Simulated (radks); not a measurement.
For Al in [Ne] 3s2 3p1, the spin moment of the 3p shell is fixed at a series of values. The calculation used the in-house radial solver radks at this level: non-relativistic Kohn-Sham, LDA (Slater exchange, Perdew-Wang correlation), spin-polarised, spherical densities, point nucleus. Wanted, and plotted below: the energy and the exchange splitting.

The energy falls with the moment, to −0.147 eV at M = 1 μB, the largest moment run; with one electron or hole in the shell the exact energy would hardly depend on M, so most of the fall is the functional's fractional-spin error. A fit E = −I M²/4 gives an exchange integral I of about 0.59 eV, and the exchange splitting grows nearly in proportion to M, to 0.593 eV (0.59 eV per μB).

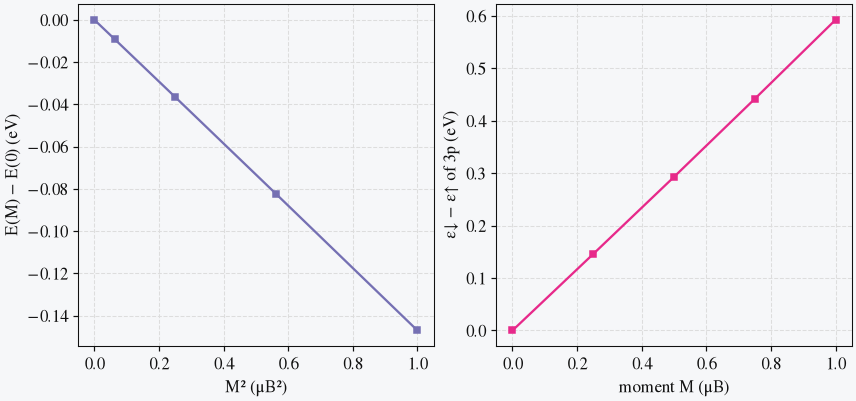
